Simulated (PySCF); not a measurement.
Geometry relaxation of GaF (part 2 of 2)

Continued. System: GaF. Method: UHF/cc-pvdz-dk, optimize (PySCF 2.14.0). 

Geometry of the input (Å):
```
Ga 0.0000  0.0000  0.0000
F  0.0000  0.0000  1.8200
```

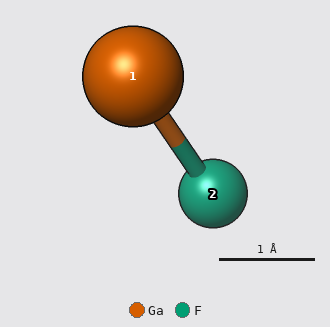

Figure 1. The structure as given in the input (ball-and-stick view, seen at an oblique angle; atoms are numbered from 1 in the order of the input). Sticks mark near contacts.

## Log, continued
```
******** <class 'pyscf.scf.hf.sfX2C1eSymAdaptedUHF_Scanner'> ********
method = sfX2C1eSymAdaptedUHF_Scanner
initial guess = 1e
damping factor = 0
level_shift factor = 0
DIIS = <class 'pyscf.scf.diis.CDIIS'>
diis_start_cycle = 1
diis_space = 8
diis_damp = 0
SCF conv_tol = 1e-09
SCF conv_tol_grad = None
SCF max_cycles = 50
direct_scf = True
direct_scf_tol = 1e-13
number electrons alpha = 20  beta = 20

******** <class 'pyscf.x2c.sfx2c1e.SpinFreeX2CHelper'> ********
approx = 1e
xuncontract = 1
Freeze 0 electrons in irreps []
    40 free electrons in irreps A1 E1x E1y E2x E2y
Set gradient conv threshold to 3.16228e-05
init E= -2041.71091174707
alpha HOMO (A1) = -0.36857786143185  LUMO (E1x) = 0.0487106796523271
beta  HOMO (A1) = -0.368578042227135  LUMO (E1x) = 0.0487106644643358
  HOMO = -0.368577861432  LUMO = 0.0487106644643  gap/eV = 11.35500
cycle= 1 E= -2041.700158814  delta_E= 0.0108  |g|= 0.00684  |ddm|= 0.0214
alpha HOMO (A1) = -0.371562382273411  LUMO (E1x) = 0.0468155668963002
beta  HOMO (A1) = -0.371562489651325  LUMO (E1x) = 0.0468155519222648
  HOMO = -0.371562382273  LUMO = 0.0468155519223  gap/eV = 11.38464
cycle= 2 E= -2041.70017209585  delta_E= -1.33e-05  |g|= 0.00481  |ddm|= 0.00673
alpha HOMO (A1) = -0.37151805043986  LUMO (E1x) = 0.0467646685769036
beta  HOMO (A1) = -0.371518132859449  LUMO (E1x) = 0.046764654226596
  HOMO = -0.37151805044  LUMO = 0.0467646542266  gap/eV = 11.38205
cycle= 3 E= -2041.70017921935  delta_E= -7.12e-06  |g|= 0.000441  |ddm|= 0.00243
alpha HOMO (A1) = -0.37162014011595  LUMO (E1x) = 0.0467218705361701
beta  HOMO (A1) = -0.371620185384178  LUMO (E1x) = 0.0467218585989029
  HOMO = -0.371620140116  LUMO = 0.0467218585989  gap/eV = 11.38367
cycle= 4 E= -2041.70017947618  delta_E= -2.57e-07  |g|= 0.000157  |ddm|= 0.000732
alpha HOMO (A1) = -0.371658797768127  LUMO (E1x) = 0.0467077424506543
beta  HOMO (A1) = -0.371658815656112  LUMO (E1x) = 0.0467077339681818
  HOMO = -0.371658797768  LUMO = 0.0467077339682  gap/eV = 11.38433
cycle= 5 E= -2041.70017951731  delta_E= -4.11e-08  |g|= 3.86e-05  |ddm|= 0.000327
alpha HOMO (A1) = -0.371662460475191  LUMO (E1x) = 0.0467104253600823
beta  HOMO (A1) = -0.37166246680643  LUMO (E1x) = 0.0467104198775372
  HOMO = -0.371662460475  LUMO = 0.0467104198775  gap/eV = 11.38451
cycle= 6 E= -2041.70017951942  delta_E= -2.11e-09  |g|= 5.79e-06  |ddm|= 8.5e-05
alpha HOMO (A1) = -0.371663156564748  LUMO (E1x) = 0.0467108016728792
beta  HOMO (A1) = -0.371663158894291  LUMO (E1x) = 0.0467107982040202
  HOMO = -0.371663156565  LUMO = 0.046710798204  gap/eV = 11.38454
cycle= 7 E= -2041.70017951947  delta_E= -5.32e-11  |g|= 6.69e-07  |ddm|= 2.02e-05
alpha HOMO (A1) = -0.371663129552015  LUMO (E1x) = 0.0467108364439328
beta  HOMO (A1) = -0.371663130827611  LUMO (E1x) = 0.0467108339264293
  HOMO = -0.371663129552  LUMO = 0.0467108339264  gap/eV = 11.38454
Extra cycle  E= -2041.70017951948  delta_E= -9.09e-13  |g|= 2.42e-07  |ddm|= 1.27e-06
converged SCF energy = -2041.70017951948  <S^2> = 3.5527137e-15  2S+1 = 1

******** <class 'pyscf.grad.rhf.Gradients_Scanner'> for <class 'pyscf.scf.hf.sfX2C1eSymAdaptedUHF_Scanner'> ********
unit = Eh/Bohr
--------------- sfX2C1eSymAdaptedUHF_Scanner gradients ---------------
         x                y                z
0 Ga     0.0000000000     0.0000000000    -0.0013835504
1 F     0.0000000000     0.0000000000     0.0013835504
----------------------------------------------
cycle 2: E = -2041.70017952  dE = -0.00049337  norm(grad) = 0.00195664
Step    1 : Displace = 1.584e-02/1.584e-02 (rms/max) Trust = 1.000e-01 (=) Grad = 1.384e-03/1.384e-03 (rms/max) E (change) = -2041.7001795195 (-4.934e-04) Quality = 1.119
Hessian Eigenvalues: 5.00000e-02 5.00000e-02 5.00000e-02 ... 5.00000e-02 5.00000e-02 2.22915e-01

Geometry optimization cycle 3
Cartesian coordinates (Angstrom)
 Atom        New coordinates             dX        dY        dZ
  Ga   0.000000   0.000000   0.017483    0.000000  0.000000  0.001642
   F   0.000000   0.000000   1.802517    0.000000  0.000000 -0.001642
New geometry
   1 Ga     0.000000000000   0.000000000000   0.017483348978 AA    0.000000000000   0.000000000000   0.033038741309 Bohr
   2 F      0.000000000000   0.000000000000   1.802516651022 AA    0.000000000000   0.000000000000   3.406262805399 Bohr

******** <class 'pyscf.scf.hf.sfX2C1eSymAdaptedUHF_Scanner'> ********
method = sfX2C1eSymAdaptedUHF_Scanner
initial guess = 1e
damping factor = 0
level_shift factor = 0
DIIS = <class 'pyscf.scf.diis.CDIIS'>
diis_start_cycle = 1
diis_space = 8
diis_damp = 0
SCF conv_tol = 1e-09
SCF conv_tol_grad = None
SCF max_cycles = 50
direct_scf = True
direct_scf_tol = 1e-13
number electrons alpha = 20  beta = 20

******** <class 'pyscf.x2c.sfx2c1e.SpinFreeX2CHelper'> ********
approx = 1e
xuncontract = 1
Freeze 0 electrons in irreps []
    40 free electrons in irreps A1 E1x E1y E2x E2y
Set gradient conv threshold to 3.16228e-05
init E= -2041.70123448808
alpha HOMO (A1) = -0.371077730651116  LUMO (E1x) = 0.0470910324906342
beta  HOMO (A1) = -0.371077731242683  LUMO (E1x) = 0.0470910306718526
  HOMO = -0.371077730651  LUMO = 0.0470910306719  gap/eV = 11.37895
cycle= 1 E= -2041.70018321194  delta_E= 0.00105  |g|= 0.000681  |ddm|= 0.00224
alpha HOMO (A1) = -0.371371786079268  LUMO (E1x) = 0.0469036483984713
beta  HOMO (A1) = -0.371371786371336  LUMO (E1x) = 0.046903647084731
  HOMO = -0.371371786079  LUMO = 0.0469036470847  gap/eV = 11.38185
cycle= 2 E= -2041.70018334918  delta_E= -1.37e-07  |g|= 0.000477  |ddm|= 0.000685
alpha HOMO (A1) = -0.371368980878124  LUMO (E1x) = 0.0468976626905029
beta  HOMO (A1) = -0.371368981063666  LUMO (E1x) = 0.0468976615973009
  HOMO = -0.371368980878  LUMO = 0.0468976615973  gap/eV = 11.38162
cycle= 3 E= -2041.7001834194  delta_E= -7.02e-08  |g|= 4.67e-05  |ddm|= 0.000242
alpha HOMO (A1) = -0.371380452703085  LUMO (E1x) = 0.0468926438005344
beta  HOMO (A1) = -0.371380452744919  LUMO (E1x) = 0.0468926430516312
  HOMO = -0.371380452703  LUMO = 0.0468926430516  gap/eV = 11.38179
cycle= 4 E= -2041.70018342225  delta_E= -2.85e-09  |g|= 1.63e-05  |ddm|= 7.67e-05
alpha HOMO (A1) = -0.371384280771024  LUMO (E1x) = 0.0468912906651227
beta  HOMO (A1) = -0.371384280728394  LUMO (E1x) = 0.0468912902264522
  HOMO = -0.371384280728  LUMO = 0.0468912902265  gap/eV = 11.38186
cycle= 5 E= -2041.70018342269  delta_E= -4.43e-10  |g|= 4.02e-06  |ddm|= 3.35e-05
alpha HOMO (A1) = -0.371384482356948  LUMO (E1x) = 0.0468915338464289
beta  HOMO (A1) = -0.371384482306492  LUMO (E1x) = 0.0468915335341924
  HOMO = -0.371384482306  LUMO = 0.0468915335342  gap/eV = 11.38187
Extra cycle  E= -2041.70018342271  delta_E= -1.73e-11  |g|= 1.92e-06  |ddm|= 6.03e-06
converged SCF energy = -2041.70018342271  <S^2> = 0  2S+1 = 1

******** <class 'pyscf.grad.rhf.Gradients_Scanner'> for <class 'pyscf.scf.hf.sfX2C1eSymAdaptedUHF_Scanner'> ********
unit = Eh/Bohr
--------------- sfX2C1eSymAdaptedUHF_Scanner gradients ---------------
         x                y                z
0 Ga     0.0000000000     0.0000000000     0.0001302789
1 F     0.0000000000     0.0000000000    -0.0001302789
----------------------------------------------
cycle 3: E = -2041.70018342  dE = -3.90323e-06  norm(grad) = 0.000184242
Step    2 : Displace = 1.642e-03/1.642e-03 (rms/max) Trust = 1.414e-01 (+) Grad = 1.303e-04/1.303e-04 (rms/max) E (change) = -2041.7001834227 (-3.903e-06) Quality = 0.909
Hessian Eigenvalues: 5.00000e-02 5.00000e-02 5.00000e-02 ... 5.00000e-02 5.00000e-02 2.43906e-01

Geometry optimization cycle 4
Cartesian coordinates (Angstrom)
 Atom        New coordinates             dX        dY        dZ
  Ga   0.000000   0.000000   0.017342    0.000000  0.000000 -0.000141
   F   0.000000   0.000000   1.802658    0.000000  0.000000  0.000141
New geometry
   1 Ga     0.000000000000   0.000000000000   0.017342022506 AA    0.000000000000   0.000000000000   0.032771672982 Bohr
   2 F      0.000000000000   0.000000000000   1.802657977494 AA    0.000000000000   0.000000000000   3.406529873726 Bohr

******** <class 'pyscf.scf.hf.sfX2C1eSymAdaptedUHF_Scanner'> ********
method = sfX2C1eSymAdaptedUHF_Scanner
initial guess = 1e
damping factor = 0
level_shift factor = 0
DIIS = <class 'pyscf.scf.diis.CDIIS'>
diis_start_cycle = 1
diis_space = 8
diis_damp = 0
SCF conv_tol = 1e-09
SCF conv_tol_grad = None
SCF max_cycles = 50
direct_scf = True
direct_scf_tol = 1e-13
number electrons alpha = 20  beta = 20

******** <class 'pyscf.x2c.sfx2c1e.SpinFreeX2CHelper'> ********
approx = 1e
xuncontract = 1
Freeze 0 electrons in irreps []
    40 free electrons in irreps A1 E1x E1y E2x E2y
Set gradient conv threshold to 3.16228e-05
init E= -2041.70009371951
alpha HOMO (A1) = -0.371434873436573  LUMO (E1x) = 0.0468589312491847
beta  HOMO (A1) = -0.37143487338865  LUMO (E1x) = 0.0468589310272494
  HOMO = -0.371434873389  LUMO = 0.0468589310272  gap/eV = 11.38235
cycle= 1 E= -2041.70018345553  delta_E= -8.97e-05  |g|= 5.76e-05  |ddm|= 0.000193
alpha HOMO (A1) = -0.371409810832778  LUMO (E1x) = 0.0468749957595929
beta  HOMO (A1) = -0.371409810790373  LUMO (E1x) = 0.0468749956021144
  HOMO = -0.37140981079  LUMO = 0.0468749956021  gap/eV = 11.38211
cycle= 2 E= -2041.70018345651  delta_E= -9.84e-10  |g|= 4.03e-05  |ddm|= 5.83e-05
alpha HOMO (A1) = -0.371410050855748  LUMO (E1x) = 0.0468755204309703
beta  HOMO (A1) = -0.371410050817611  LUMO (E1x) = 0.0468755203008566
  HOMO = -0.371410050818  LUMO = 0.0468755203009  gap/eV = 11.38213
cycle= 3 E= -2041.70018345701  delta_E= -5.02e-10  |g|= 3.82e-06  |ddm|= 2.05e-05
alpha HOMO (A1) = -0.371409175317936  LUMO (E1x) = 0.0468759135649313
beta  HOMO (A1) = -0.371409175286844  LUMO (E1x) = 0.0468759134727303
  HOMO = -0.371409175287  LUMO = 0.0468759134727  gap/eV = 11.38212
Extra cycle  E= -2041.70018345703  delta_E= -1.46e-11  |g|= 1.65e-06  |ddm|= 5.81e-06
converged SCF energy = -2041.70018345703  <S^2> = 0  2S+1 = 1

******** <class 'pyscf.grad.rhf.Gradients_Scanner'> for <class 'pyscf.scf.hf.sfX2C1eSymAdaptedUHF_Scanner'> ********
unit = Eh/Bohr
--------------- sfX2C1eSymAdaptedUHF_Scanner gradients ---------------
         x                y                z
0 Ga     0.0000000000     0.0000000000    -0.0000016019
1 F     0.0000000000     0.0000000000     0.0000016019
----------------------------------------------
cycle 4: E = -2041.70018346  dE = -3.4323e-08  norm(grad) = 2.26547e-06
Step    3 : Displace = 1.413e-04/1.413e-04 (rms/max) Trust = 2.000e-01 (+) Grad = 1.602e-06/1.602e-06 (rms/max) E (change) = -2041.7001834570 (-3.432e-08) Quality = 0.986
Hessian Eigenvalues: 5.00000e-02 5.00000e-02 5.00000e-02 ... 5.00000e-02 5.00000e-02 2.43906e-01
Converged! =D

    #| If this code has benefited your research, please support us by citing: |#
    #| Wang, L.-P.; Song, C.C. (2016) "Geometry optimization made simple with |#
    #| translation and rotation coordinates", J. Chem, Phys. 144, 214108.     |#
    #|                                     |#
optimised geometry (angstrom)
Ga          0.00000000        0.00000000        0.01734202
F           0.00000000        0.00000000        1.80265798
orbital energies (hartree): [array([-0.5555, -0.5555, -0.3743,  0.045 ,  0.045 ,  0.134 ]), array([-0.5555, -0.5555, -0.3743,  0.045 ,  0.045 ,  0.134 ])]
```

## Results in brief

- outcome: converged
- SCF energy at the first geometry: −2041.699686 hartree
- hardware: 1 CPU thread, shared host
- wall time: 5 s
